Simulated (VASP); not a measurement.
Band structure of MnF2 (rutile). Method: PW91 GGA, VASP's PBE PAW potentials (set 64) (plane waves; VASP).

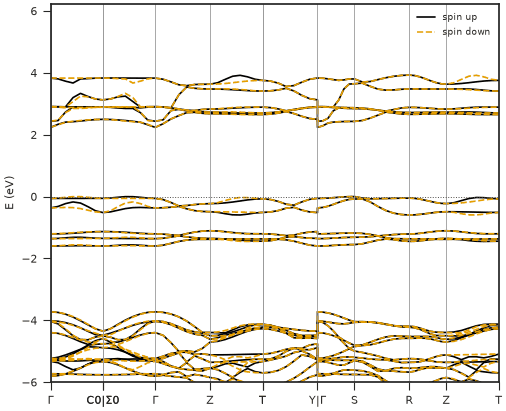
Figure: Bands along high-symmetry lines, zero at the valence-band maximum or, without a gap, the Fermi level

Question: Read the plot: is there a gap, and where are the band edges?

Answer: The gap is indirect, 2.24 eV, from the valence maximum at S to the conduction minimum at Γ. (Edges off the drawn lines would not show.)

The compound is MnF2 in the rutile structure. It was relaxed first.
